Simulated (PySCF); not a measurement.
## A study: AlCl4H, SMILES `Cl.Cl[Al](Cl)Cl`

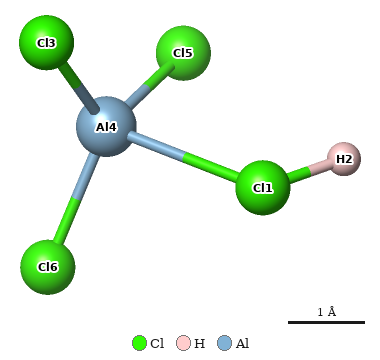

The molecule, with its atoms numbered as below. The pair's geometry is semi-empirical, so its contact may be too short or too long.

Geometry (Å), atoms numbered from 1:

```
Cl1     -1.6095    0.0134    1.3975
H2      -2.7298    0.0038    0.7892
Cl3      1.1721   -1.7549    0.3828
Al4      0.3341   -0.0026   -0.2640
Cl5     -0.8180   -0.0287   -1.9613
Cl6      1.1605    1.7719    0.3364
```

Part 1: Bonding charge

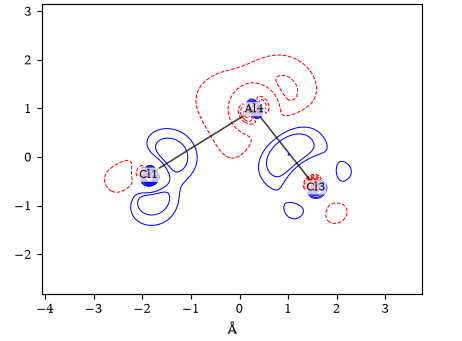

Deformation density (molecule less spherical, spin-averaged free atoms) in the plane of Cl1, Cl3 and Al4; contours at ±0.05 to ±0.8 e/Å³; solid blue lines: gain, dashed red lines: loss.

PySCF calculation, CAM-B3LYP/6-31+G*, gas phase; geometry: GFN2-xTB.

> How much density has each bond in this plane gained at its critical point, relative to the free atoms?

Cl3–Al4: +0.06 e/Å³ at the bond critical point (bond length 2.05 Å). In all, 1.4 electrons gather in the regions of gain relative to the promolecule. A small or negative value marks a very polar bond, one between electron-rich atoms, whose free-atom densities already overlap strongly, a long bond to a heavier atom, or a closed-shell contact such as a hydrogen bond.

> Where do the Hirshfeld charges lie?

The highest Hirshfeld charge is on Al4 (+0.39 e), the lowest on Cl5 (−0.22 e).

```csv
atom,charge (e)
Cl1,+0.08
H2,+0.17
Cl3,−0.21
Al4,+0.39
Cl5,−0.22
Cl6,−0.21
```

Part 2: Bond critical points

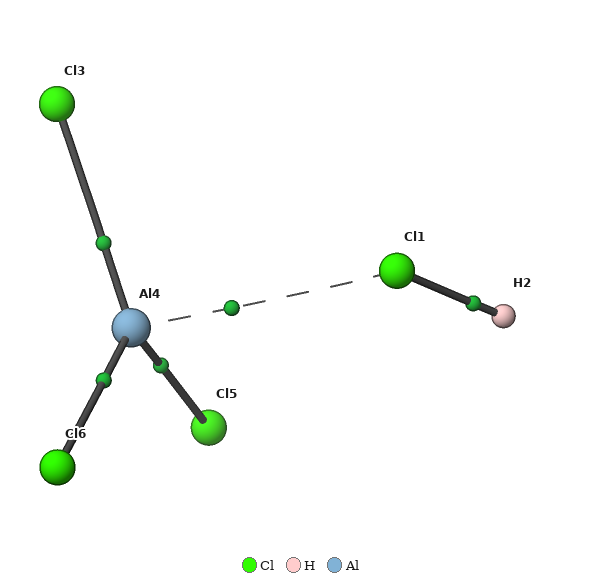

Molecular graph of the electron density (QTAIM): bond paths, bond critical points (green), ring points (magenta, if any); weak paths are dashed.

> How many critical points of each kind are there, and does the count close?

6 nuclei, 5 bond, 0 ring and 0 cage critical points: 6 − 5 + 0 − 0 = 1, as the Poincaré–Hopf relation requires.

> Give the properties at the bond critical points.

```json
{"bond": "Cl1–H2", "length (Å)": "1.275", "ρ (a.u.)": "0.238", "∇²ρ (a.u.)": "−0.74", "ε": "0.01", "H (a.u.)": "−0.226"}
{"bond": "Cl3–Al4 (2 alike)", "length (Å)": "2.047", "ρ (a.u.)": "0.080", "∇²ρ (a.u.)": "+0.41", "ε": "0.03", "H (a.u.)": "−0.014"}
{"bond": "Al4–Cl5", "length (Å)": "2.052", "ρ (a.u.)": "0.079", "∇²ρ (a.u.)": "+0.41", "ε": "0.02", "H (a.u.)": "−0.014"}
{"bond": "Cl1–Al4", "length (Å)": "2.557", "ρ (a.u.)": "0.025", "∇²ρ (a.u.)": "+0.07", "ε": "0.02", "H (a.u.)": "−0.003"}
```

> What kind of interaction is Al4–Cl5?

Polar or intermediate (positive Laplacian, negative energy density H): ρ = 0.079, ∇²ρ = +0.41, H = −0.014 a.u.

> Are there bond paths between atoms that aren't covalently bonded?

Yes: Cl1–Al4 (2.56 Å, ρ = 0.025).

Part 3: Local ionisation energy

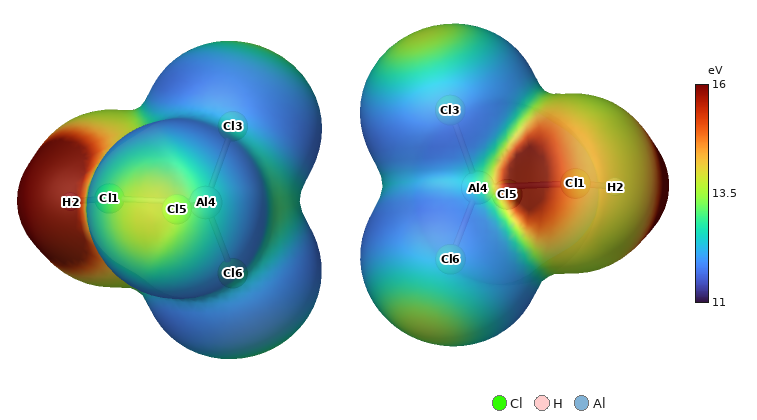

Average local ionisation energy on the surface of electron density 0.001 a.u. (back view left, front view right).

> Where are the most loosely bound electrons on this surface?

The lowest value is 11.7 eV, 2.1 Å from Cl3, and at like points elsewhere. For comparison, the highest occupied orbital lies at −10.4 eV.

> What volume does the surface enclose, and what is the dipole moment?

About 152 Å³; the dipole moment is 3.8 D.

Part 4: Binding density

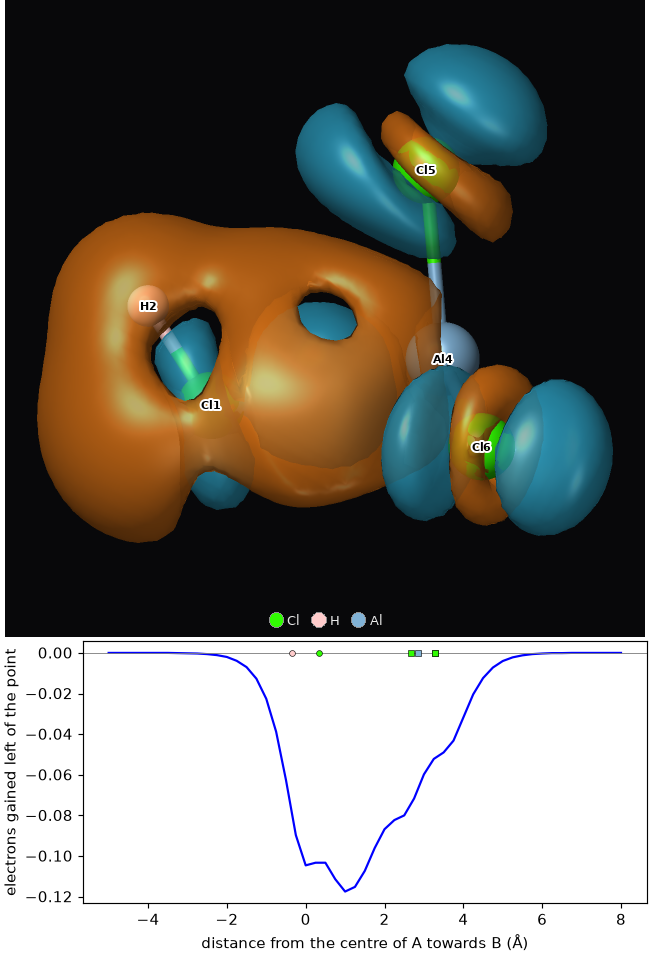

Density of the complex less the densities of the two fragments at the same geometry, ±0.003 e/Å³ (light blue: gain, orange: loss). Fragment A: HCl (atoms 1–2); fragment B: AlCl3. Below: the charge-displacement curve along the line of centres (A on the left).

Computed with PySCF, CAM-B3LYP/6-31+G*, geometry: GFN2-xTB.

> Which way does charge flow?

Hirshfeld charges show 0.093 e passing from A to B. By Hirshfeld charges, electrons gather most on Cl5 (−0.038 e) and leave Cl1 most (+0.059 e); 0.22 e is displaced in all, which induces a dipole of 2.07 D.

> What is the interaction energy, and which contacts carry it?

The counterpoise-corrected interaction energy of the frozen fragments is −6.0 kcal/mol without dispersion correction and −8.2 kcal/mol with D3(BJ). The pair geometry is semi-empirical, not a minimum at this level. Contacts: Cl1···Al4, 2.56 Å, ρ = 0.025 a.u. The pose is a local one from a semi-empirical search, not shown to be the most stable.

Part 5: Excited states

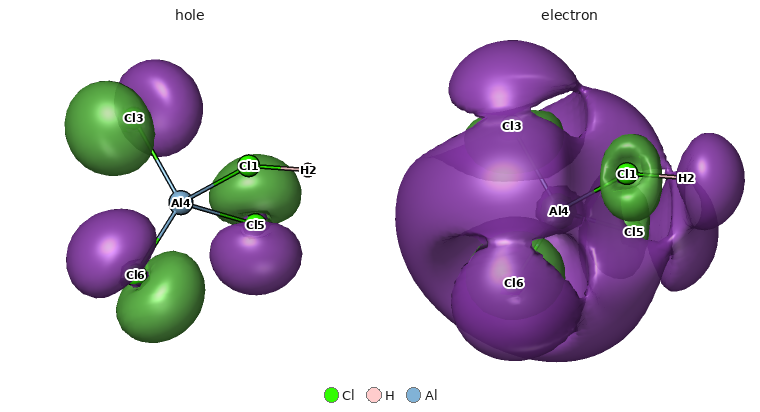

Leading natural transition orbital pair of S₂ (CIS singlet states); the surfaces enclose about 85 % of each orbital's density.

Method: HF/def2-SVP; geometry: GFN2-xTB; program: PySCF. Without diffuse functions Rydberg states are missing, so the states' numbers hold for this basis only.

> Where does the state lie, and where do hole and electron sit?

9.47 eV (131 nm), f = 0.001 (very weak); the leading pair carries 92 %; hole on Cl3 and Cl6 (34 % each), Cl5 (26 %) and Al4 (5 %), electron on Al4 (51 %), Cl3 and Cl6 (15 % each) and Cl5 (14 %); their centroids lie 0.5 Å apart. In canonical orbitals it is mainly HOMO → LUMO+1 (63 %). The HOMO–LUMO gap is 14.80 eV.

The PySCF runs shown took 29 s, 63 s and 63 s on 1 thread of Intel(R) Xeon(R) Processor @ 2.50GHz (Skylake/Cascade Lake) (shared host).
